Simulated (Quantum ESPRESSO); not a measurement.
**How far to go with the SCF threshold: K (Im-3m, 1 atom in the cell)**

```
CELL_PARAMETERS angstrom
      2.65320     2.65320     2.65320
     -2.65320     2.65320     2.65320
     -2.65320    -2.65320     2.65320
ATOMIC_POSITIONS crystal
  K  0.00000 0.00000 0.00000
```

Computed with PBE, PseudoDojo standard norm-conserving (PBE) pseudopotentials (plane waves; Quantum ESPRESSO).

Base settings: ecutwfc = 75 Ry; occupations = smearing; smearing = fd; degauss = 0.0073499 Ry; potentials = {K: K.upf}; K_POINTS = automatic 9 9 9 0 0 0; conv_thr = 1e-08 Ry; mixing_beta = 0.4.

The mesh stays at the base's, so the ladder's end is converged at best in this setting alone.

Only quantities that move along the ladder and can be compared are tabulated.

The count of work is k-points × plane waves × bands × iterations; it is no time. 

The starting cell has typed, rounded lattice constants, without a prior relaxation at this level. Its lattice was rescaled by up to half a per cent.

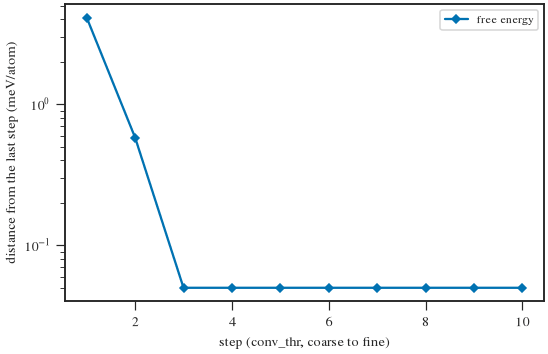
Figure. Distance from the last step along the ladder; very small values are drawn at a floor.

| conv_thr | free energy less the last step's (meV/atom) | pressure (GPa) | count of work / last |
|---|---|---|---|
| 0.0073 Ry | 4.11 | -2.38 | 0.091 |
| 0.00073 Ry | 0.58 | -0.85 | 0.18 |
| 7.3e-05 Ry | 0.03 | 0.14 | 0.27 |
| 7.3e-06 Ry | 0.00 | -0.09 | 0.36 |
| 7.3e-07 Ry | 0.00 | -0.09 | 0.36 |
| 7.3e-08 Ry | 0.00 | -0.04 | 0.55 |
| 1e-08 Ry | 0.00 | -0.04 | 0.55 |
| 7.3e-09 Ry | 0.00 | -0.04 | 0.64 |
| 7.3e-10 Ry | 0.00 | -0.04 | 0.73 |
| 7.3e-12 Ry | 0.00 | -0.04 | 0.82 |
| 7.3e-14 Ry | 0.00 | -0.04 | 1.0 |

Coarsest conv_thr that holds the free energy within 1 meV/atom of the last step, with all finer ones: 0.00073 Ry, at 0.18 of the last step's count of work; the step before is off by 4.1 meV/atom.

Coarsest conv_thr that holds the pressure within 0.2 GPa of the last step, with all finer ones: 7.3e-05 Ry, at 0.27 of the last step's count of work; the step before is off by 0.80 GPa.
